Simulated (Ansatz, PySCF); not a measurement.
Dissociation curve of ClBe (cation, charge +1), lowest singlet found (which spin is the ground state isn't settled by this scan).

UCCSDT(Q) = CCSDT(Q) on UHF/cc-pVDZ, frozen core (Ansatz, an electronic-structure program); RCCSDT(Q) = CCSDT(Q) on RHF/cc-pVDZ, frozen core run with Ansatz; RKS-B3LYP/3-21G = restricted B3LYP/3-21G run with PySCF; RKS-LDA (SVWN5)/6-31G* = restricted LDA (SVWN5)/6-31G*, spherical d (PySCF 2.14.0).

Energies are in kJ/mol, each relative to the lowest point of its own curve between 1.42 and 2.15 Å, where full CI is lowest.

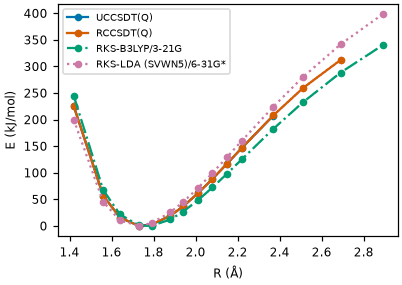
Fig. 1. Energy against bond length for each method.

| R / Å | UCCSDT(Q) | RCCSDT(Q) | RKS-B3LYP/3-21G | RKS-LDA (SVWN5)/6-31G* |
|---|---|---|---|---|
| 1.42 | 225.3 | 225.3 | 244.6 | 199.7 |
| 1.56 | 56.8 | 56.8 | 67.5 | 45.2 |
| 1.64 | 15.7 | 15.7 | 21.6 | 10.2 |
| 1.73 | 0.0 | 0.0 | 0.9 | 0.0 |
| 1.79 | 2.3 | 2.3 | 0.0 | 5.3 |
| 1.88 | 19.1 | 19.1 | 12.2 | 25.5 |
| 1.94 | 36.5 | 36.5 | 26.6 | 44.7 |
| 2.01 | 61.0 | 61.0 | 47.9 | 70.8 |
| 2.08 | 88.3 | 88.3 | 72.2 | 99.5 |
| 2.15 | 117.2 | 117.2 | 98.3 | 129.6 |
| 2.22 | 146.6 | 146.6 | 125.3 | 160.2 |
| 2.37 | 207.5 | 207.9 | 182.5 | 224.3 |
| 2.51 | — | 258.9 | 232.3 | 279.6 |
| 2.69 | — | 312.1 | 288.4 | 341.7 |
| 2.89 | — | — | 339.8 | 398.0 |

At the longest distance, 2.89 Å, RKS-LDA (SVWN5)/6-31G* lies highest above its minimum (398.0 kJ/mol) and RKS-B3LYP/3-21G lowest (339.8 kJ/mol).

Dashes: no converged value, or the column stops at the first point that the program doubted or that broke a chosen test of continuity, which isn't proof of a fault.

The scan ran from 1.42 to 6.71 Å; beyond the distances shown full CI changes its symmetry label. The unrestricted solution behind UCCSDT(Q) changes between 2.37 and 2.51 Å, which can leave a kink. The unrestricted determinant behind UCCSDT(Q) is spin-contaminated at 2.37 to 2.89 Å (<S²> up to 1.0, against 0.00 for a pure singlet). The restricted form behind RKS-B3LYP/3-21G, RKS-LDA (SVWN5)/6-31G* keeps the bonding electrons paired and can't separate into open-shell fragments.
